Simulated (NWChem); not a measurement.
**BCl3 (boron trichloride): PBE/6-311+G(d,p)**

Aim: the vertical ionisation energy of BCl3 (boron trichloride) at PBE/6-311+G**, from 2 runs. 

Program for the calculation: NWChem 7.3.0.

## Step 1: The structure to begin with

BCl3: 4 atoms, total charge 0, spin state singlet. As SMILES, `ClB(Cl)Cl`. The shape is that of a PBE0-D4/def2-TZVP optimisation.

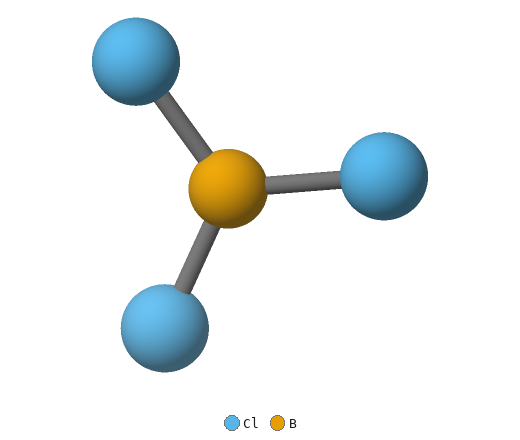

The structure, seen from a chosen angle (chlorine blue, boron amber).

## Step 2: Energy and gradient at PBE/6-311+G(d,p)

The input, bcl3.nw:

```
start bcl3
title "BCl3 gradient"
memory total 2200 mb
geometry noautosym nocenter noautoz
Cl      -0.257920       0.516440       1.638340
B        0.000000       0.000000      -0.000010
Cl       0.942010      -1.423060      -0.324000
Cl      -0.684100       0.906610      -1.314320
end
basis spherical bse
* library 6-311+G**
end
dft
xc xpbe96 cpbe96
grid fine
convergence energy 1e-08
maxiter 100
mulliken
print low
end
task dft gradient
```

The run is started by

```sh
$ nwchem bcl3.nw > bcl3.out
```

Standard output:

```text
[...]
 d= 0,ls=0.0,diis     1  -1404.9049947224 -1.64D+03  1.52D-02  2.53D+00     1.9
[...]
 d= 0,ls=0.0,diis    10  -1405.0110486580 -5.71D-09  4.73D-08  2.11D-11    14.3
         Total DFT energy =    -1405.011048657959
      One electron energy =    -2397.267919180622
           Coulomb energy =      850.277179798943
    Exchange-Corr. energy =      -88.193487702835
 Nuclear repulsion energy =      230.173178426555
[...]
      Total Density - Mulliken Population Analysis
     ---------------------------------------------
    Atom       Charge   Shell Charges
 -----------   ------   -------------------------------------------------------
    1 Cl  17    16.85   0.78  1.19  0.89  1.09  1.02  1.01  7.42 -1.52  1.10  2.91  1.19 -0.09 -0.16  0.02
    2 B    5     5.44   1.13  0.85  0.43  0.70  1.14  0.24  0.33  0.11  0.27  0.22
    3 Cl  17    16.85   0.78  1.19  0.89  1.09  1.02  1.01  7.42 -1.52  1.10  2.91  1.19 -0.09 -0.16  0.02
    4 Cl  17    16.85   0.78  1.19  0.89  1.09  1.02  1.01  7.42 -1.52  1.10  2.91  1.19 -0.09 -0.16  0.02
[...]
                         DFT ENERGY GRADIENTS
    atom               coordinates                        gradient
                 x          y          z           x          y          z
   1 Cl     -0.487398   0.975930   3.096014    0.001315  -0.002635  -0.008364
   2 B       0.000000   0.000000  -0.000019   -0.000004   0.000007  -0.000008
   3 Cl      1.780141  -2.689193  -0.612271   -0.004806   0.007259   0.001655
   4 Cl     -1.292762   1.713244  -2.483705    0.003494  -0.004631   0.006717
 Task  times  cpu:       17.5s     wall:       17.5s
 Total times  cpu:       17.5s     wall:       17.5s
```

Run time: 18 s. Hardware: 1 thread of Intel Xeon 6975P-C (Granite Rapids), shared host; peak memory 0.12 GiB.

## Step 3: The doublet cation: the energy at UPBE/6-311+G(d,p)

The input, nw.nw:

```
start nw
title "BCl3"
memory total 2200 mb
charge 1

geometry units angstroms noautosym nocenter noautoz
   Cl    -0.257920     0.516440     1.638340
   B      0.000000     0.000000    -0.000010
   Cl     0.942010    -1.423060    -0.324000
   Cl    -0.684100     0.906610    -1.314320
end

basis "ao basis" spherical bse
   * library 6-311+G**
end

dft
   xc xpbe96 cpbe96
   mult 2
   grid fine
   convergence energy 1e-08
   maxiter 100
   mulliken
   print medium
end

task dft energy
```

The run is started by

```sh
$ nwchem nw.nw > nw.out
```

Standard output:

```text
[...]
          Wavefunction type:  spin polarized.
          No. of atoms     :     4
          No. of electrons :    55
[...]
          Charge           :     1
          Spin multiplicity:     2
[...]
          AO basis - number of functions:   112
[...]
              XC Information
              --------------
          PerdewBurkeErnzerhof Exchange Functional  1.000
            Perdew 1991 LDA Correlation Functional  1.000 local
           PerdewBurkeErnz. Correlation Functional  1.000 non-local
[...]
 d= 0,ls=0.0,diis     1  -1404.4729891564 -1.63D+03  7.71D-03  1.08D+00     2.7
[...]
 d= 0,ls=0.0,diis    13  -1404.6120419623 -4.74D-10  1.12D-07  1.08D-10    25.1
[...]
         Total DFT energy =    -1404.612041962345
      One electron energy =    -2383.307210536606
           Coulomb energy =      836.364068504078
    Exchange-Corr. energy =      -87.842078356372
 Nuclear repulsion energy =      230.173178426555
[...]
      Total Density - Mulliken Population Analysis
     ---------------------------------------------
    Atom       Charge   Shell Charges
 -----------   ------   -------------------------------------------------------
    1 Cl  17    16.51   0.78  1.19  0.89  1.09  1.05  1.00  7.42 -1.51  1.09  2.82  0.95 -0.10 -0.17  0.02
    2 B    5     5.46   1.13  0.85  0.43  0.71  1.15  0.24  0.36  0.11  0.25  0.23
    3 Cl  17    16.51   0.78  1.19  0.89  1.09  1.05  1.00  7.42 -1.51  1.09  2.82  0.95 -0.10 -0.17  0.02
    4 Cl  17    16.51   0.78  1.19  0.89  1.09  1.05  1.00  7.42 -1.51  1.09  2.82  0.95 -0.10 -0.17  0.02
[...]
      <S2> =      0.7514 (Exact =     0.7500)
[...]
```

Run time: 26 s. Hardware: 1 thread of Intel Xeon 6975P-C (Granite Rapids), shared host; peak memory 0.12 GiB.

## Step 4: Results

At PBE/6-311+G**:

```
                                          quantity           value
                        singlet BCl3: total energy  -1405.01105 Eh
            singlet BCl3: largest force on an atom      0.456 eV/Å
                      doublet cation: total energy  -1404.61204 Eh
doublet cation: HOMO energy (highest over α and β)       -14.72 eV
 doublet cation: LUMO energy (lowest over α and β)       -14.00 eV
                              doublet cation: ⟨S²⟩           0.751
vertical ionisation energy (to the doublet cation)       10.858 eV
```

The vertical ionisation energy comes to 10.86 eV (1048 kJ/mol). The largest force (singlet BCl3) is 0.46 eV/Å: the shape isn't a stationary point for this species at this level. Mulliken charges (singlet BCl3) run from -0.44 on B2 to +0.15 on Cl1; in a basis this large or diffuse they mean little.
